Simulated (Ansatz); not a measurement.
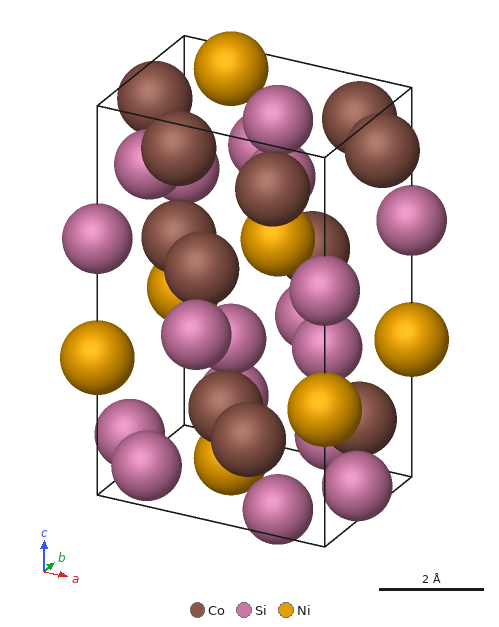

The image is a spheres-only drawing of a crystal, viewed slightly off an axis. Thin lines show the conventional unit cell, with boundary atoms drawn in all their periodic places.

Co3Si4Ni, space group R3 (No. 146), a = 6.279 Å, b = 6.279 Å, c = 7.728 Å, α = 90.00°, β = 90.00°, γ = 120.00°. The cell started as a structure type filled with these elements by a generator (whether the compound takes this form wasn't checked). Earlier steps of the study may have refined or changed the cell and positions. Ansatz was used for an electronic-structure calculation on it.

This one geometry was computed with Ansatz (DFT, plane waves, PAW) at three levels of theory: LDA, r2SCAN and PBE.

> Which level gives the highest pressure at this volume, and what does that say about its equilibrium volume?

Highest: PBE (0.0 GPa), which points to the largest equilibrium volume. Lowest, with the smallest volume: LDA (-12.2 GPa). Levels within 0.5 GPa of each other can't be told apart.

> How does the band gap change with the level of theory?

All levels give a metal.

> Collect the results in a table.

| level | cutoff (eV) | k-mesh of the run's cell | gap (eV) | pressure (GPa) |
| --- | --- | --- | --- | --- |
| LDA | 420 | 12×12×12 | metal | -12.2 |
| r2SCAN | 500 | 12×12×12 | metal | -7.3 |
| PBE | 420 | 12×12×12 | metal | 0.0 |

Gaps are taken on the k-mesh or band path of each run.
